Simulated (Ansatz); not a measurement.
# Calculations on BH₄F

Part 1: Relaxation

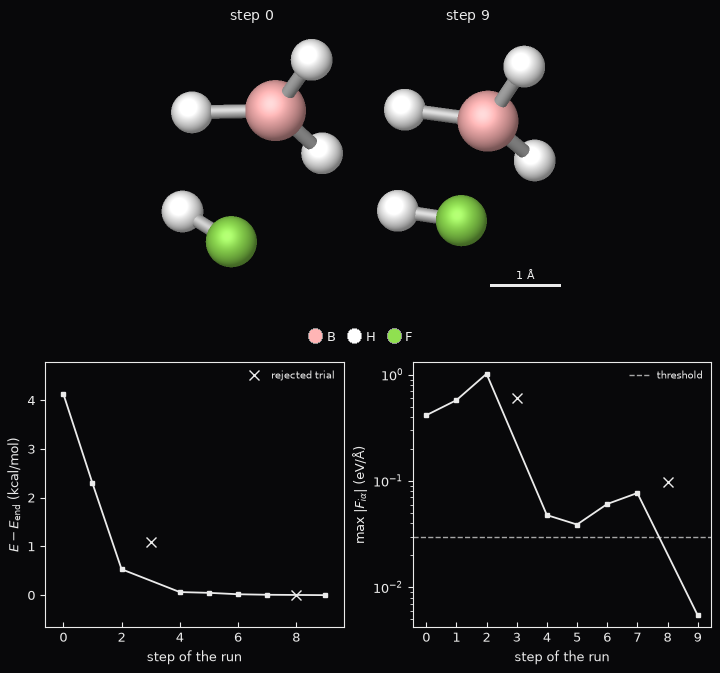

First and last geometry of a relaxation of BH₄F, with the history of the run. Style: ball-and-stick. Shown from a free direction.

The run prepares an end point of a later path (reaction) calculation, from a guessed geometry.

Method: RKS PBE/def2-SVP (Ansatz 0.2.0). Set-up: no spin polarisation; force threshold 0.03 eV/Å; at most 50 steps.

> Read the history and describe the run.

It converged. After 7 accepted moves (9 points after the start) the energy has fallen by 4.13 kcal/mol. The largest force component goes from 0.41 to 0.0054 eV/Å. The line search rejected the trial steps at points 3, 8 of the run. The F atom moves most after the best rigid fit: 0.44 Å. Largest moves by element: F 0.44 Å, B 0.20 Å, H 0.14 Å. Some distances before and after: B–F 2.510 → 1.885 Å, B–H 1.205 → 1.231 Å, F–H 0.933 → 0.946 Å. Among the angles between lasting bonds that change: H–B–H 119.5° → 117.3°. The run took 8.5 s on 1 thread of Arm Neoverse V1, with other jobs on the host, peak memory 0.1 GiB.

Part 2: Relaxation

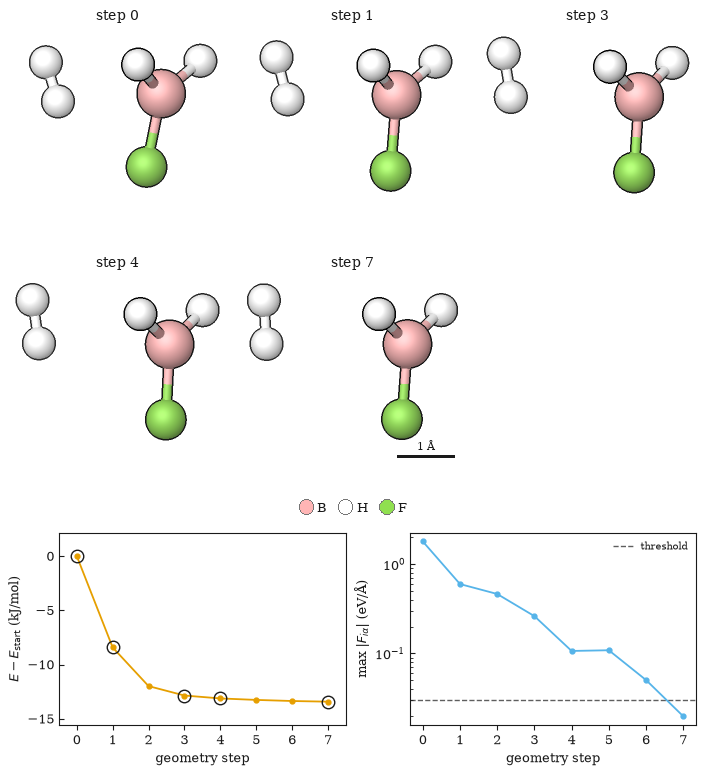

Frames of a relaxation of BH4F, marked on the history of the run. A ball-and-stick model, seen at a tilt.

The run prepares an end point of a later path (reaction) calculation, from a guessed geometry.

These are results of RKS PBE/def2-SVP (Ansatz 0.2.0), not measurements.

The input:
```yaml
crystal:
  periodic: [false, false, false]
  atoms:
    - { symbol: B, position_ang: [0.01774, -0.445479, -0.342816] }
    - { symbol: H, position_ang: [0.028055, 0.136677, 1.977718] }
    - { symbol: H, position_ang: [1.080641, 0.121753, -0.520995] }
    - { symbol: H, position_ang: [-1.071115, 0.07084, -0.526742] }
    - { symbol: F, position_ang: [0.047529, -1.729885, -0.003288] }
    - { symbol: H, position_ang: [0.003051, -0.556506, 1.776523] }
basis:
  gaussian: { orbitals: def2-SVP }
hamiltonian:
  xc: pbe
relax:
  f_tol: 0.03
  max_steps: 50
```

Launched with:
```bash
ansatz run input.yaml --threads 1 --pin off --max-ram 2048MiB --backend cpu --events-out ev --progress --plain --runs-dir out
```

**What happens along the run?**

Over 7 geometry steps the energy falls by 13.4 kJ/mol. Largest force component: 1.8 eV/Å at the start, 0.02 eV/Å at the end. The largest move after the best rigid fit is that of H6, 0.54 Å. Largest moves by element: H 0.54 Å, F 0.42 Å, B 0.24 Å. Near-neighbour distances that change, for instance: H2–H6 0.722 → 0.769 Å. The run took 6.9 s on 1 thread of Arm Neoverse V1, with other jobs on the host, peak memory 0.1 GiB. From step 0 to 1: F5 moves most (0.20 Å), energy −8.43 kJ/mol. From step 1 to 3: H6 moves most (0.25 Å), energy −4.43 kJ/mol. From step 3 to 4: H6 moves most (0.04 Å), energy −0.27 kJ/mol. From step 4 to 7: H6 moves most (0.15 Å), energy −0.30 kJ/mol.

Part 3: Path

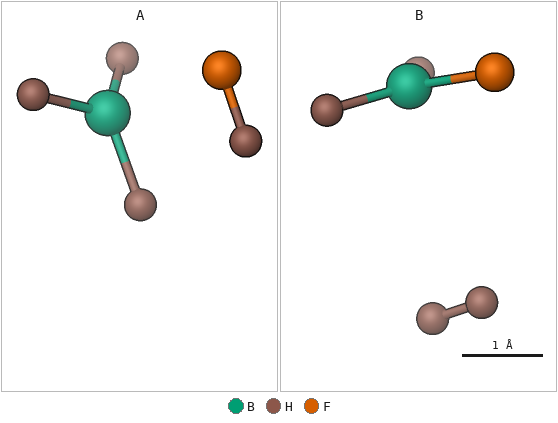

The two relaxed end points of a path for BH4F. Style: ball-and-stick. Shown from a free direction.

The calculation used RKS PBE/def2-SVP (Ansatz 0.2.0).

Run with 5 movable images; climbing image; force threshold 0.05 eV/Å; iteration limit 60.

Start:
```xyz
6

B     0.0024    0.0598    0.0641
H    -0.0035    0.4669    1.2260
H     1.0490    0.1365   -0.5476
H    -1.0530    0.0735   -0.5368
F     0.0586   -1.7361    0.6345
H     0.0523   -1.4032    1.5201
```

End:
```xyz
6

B     0.0166   -0.5072   -0.5717
H     0.0224    0.2959    2.3219
H     1.0733    0.0933   -0.6474
H    -1.0824    0.0134   -0.6373
F     0.0660   -1.8253   -0.4189
H     0.0100   -0.4727    2.3138
```

> Predict the minimum-energy path and its barrier.

The highest point, image 1, lies 0.14 eV above the start and 1.37 eV above the end; the end is at −1.22 eV relative to the start. Breaking: B1–H2 (1.23 → 1.31 at the top → 3.00 Å), F5–H6 (0.95 → 1.13 at the top → 3.05 Å). Forming: B1–F5 (1.89 → 1.67 at the top → 1.33 Å), H2–H6 (1.89 → 1.12 at the top → 0.77 Å). The band converged in 12 iterations. The largest component of the band force went from 5.7 to 0.026 eV/Å. The climbing image converged on the top of the path. Its vibrational analysis gives one imaginary mode (801i cm⁻¹), as a transition state must have.

Energies of the converged images:

```csv
image,path (Å),E (eV)
0,0.00,0.000
1,0.65,0.145
2,1.09,-0.441
3,1.52,-1.008
4,1.95,-1.175
5,2.38,-1.216
6,2.81,-1.221
```

The geometry at the top of the path:

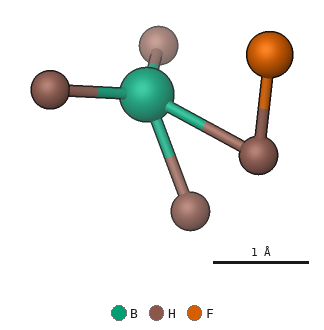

Cost: 45 s on 1 thread of Arm Neoverse V1, on a shared host, peak memory 0.091 GiB.
